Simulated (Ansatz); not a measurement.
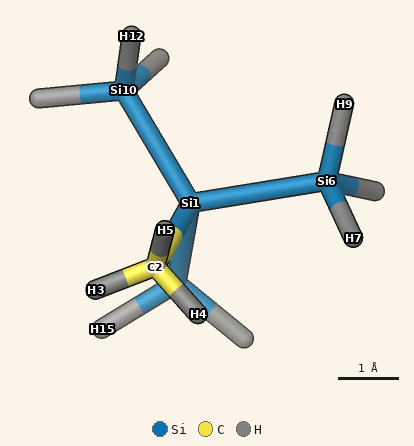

Fig. 1: The structure as given in the input (stick view, seen at a tilt; atoms are numbered from 1 in the order of the input). Bond lengths as drawn: C–H 1.07 to 1.14 Å, C–Si 1.91 Å, H–Si 1.39 to 1.47 Å and Si–Si 2.21 to 2.34 Å.

Run report: CH₁₂Si₄, molecular dynamics

- system: CH₁₂Si₄, multiplicity 2
- method: RKS PBE0/STO-3G (Ansatz 0.2.0)

One setting was made poor on purpose. It belongs to a series of runs on one base structure; here: an input spoilt on purpose.

Input file
```yaml
crystal:
  periodic: [false, false, false]
  atoms:
    - { symbol: Si, position_ang: [-0.043568, 0.040236, -0.029024] }
    - { symbol: C, position_ang: [0.041952, -0.296702, 1.844701] }
    - { symbol: H, position_ang: [-0.8493, -0.454656, 2.428924] }
    - { symbol: H, position_ang: [0.719753, -1.12098, 1.968394] }
    - { symbol: H, position_ang: [0.60174, 0.578725, 2.323051] }
    - { symbol: Si, position_ang: [2.18616, 0.106503, -0.745382] }
    - { symbol: H, position_ang: [3.020966, -0.472338, 0.321588] }
    - { symbol: H, position_ang: [2.398473, -0.627625, -1.980514] }
    - { symbol: H, position_ang: [2.644556, 1.393714, -1.029693] }
    - { symbol: Si, position_ang: [-1.161556, 1.866143, -0.590995] }
    - { symbol: H, position_ang: [-2.551989, 1.911413, -0.189408] }
    - { symbol: H, position_ang: [-0.545256, 3.097653, -0.063064] }
    - { symbol: H, position_ang: [-1.113169, 1.835981, -1.991338] }
    - { symbol: Si, position_ang: [-1.03114, -1.784639, -0.85663] }
    - { symbol: H, position_ang: [-2.166717, -2.252894, -0.053111] }
    - { symbol: H, position_ang: [-1.529724, -1.570227, -2.140368] }
    - { symbol: H, position_ang: [-0.063781, -2.873733, -1.009412] }
magnetization:
  spin_polarized: true
  initial_magnetization: 1
basis:
  gaussian: { orbitals: STO-3G }
hamiltonian:
  xc: pbe0
md:
  timestep: 3.0
  n_steps: 25
  ensemble: nvt_nose_hoover
  temperature: 1500.0
  initial_velocities: maxwell_boltzmann
  seed: 51750
  nose_hoover: { tau: 20.0, chain_length: 3 }
```

Run as:
```bash
ansatz run input.yaml --threads 1 --pin off --max-ram 2048MiB --backend cpu --events-out ev --progress --plain --runs-dir out
```

What the program printed
```
Error: a molecule whose nuclei and cores have a total charge of 74 cannot have a net charge of 0 together with 1 unpaired electrons
```

Outcome

- outcome: refused by the program
- hardware: 1 thread of Arm Neoverse V1, 24 GiB of memory available, shared host

The program refused the input: “a molecule whose nuclei and cores have a total charge of 74 cannot have a net charge of 0 together with 1 unpaired electrons” A deliberately poor setting: bad input.
